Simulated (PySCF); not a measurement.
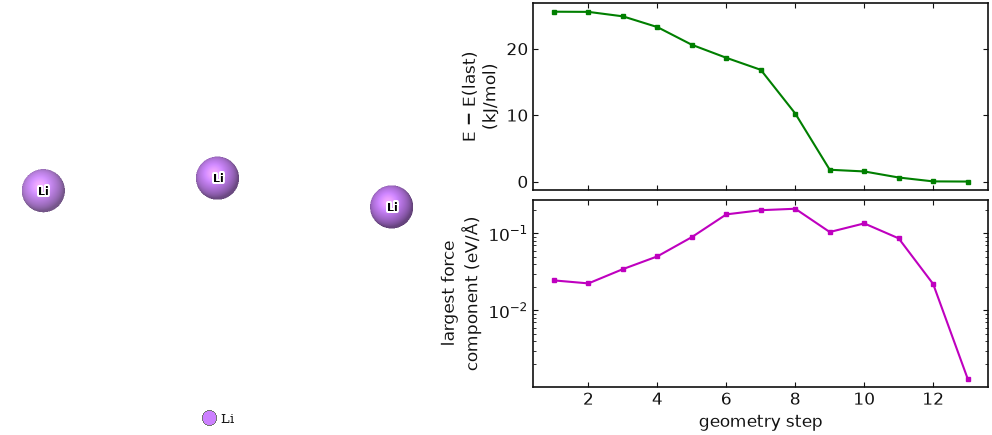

Beside the plot: the molecule at the start.

History of a geometry optimisation. an isomer of formula Li3 molecule, multiplicity 2; UKS-based PBE, Li def2-SVP; non-relativistic Hamiltonian; density fitting (PySCF). The start has point group C2v, which is kept. A held symmetry can leave a saddle point.

The optimisation met its thresholds at geometry 13, counting the start as the first. The energy fell by about 26 kJ/mol from the first step to the last. The largest force component goes from about 0.025 eV/Å at the start to 1.3 × 10⁻³ eV/Å at the end, with a peak of 0.21 eV/Å at step 8.
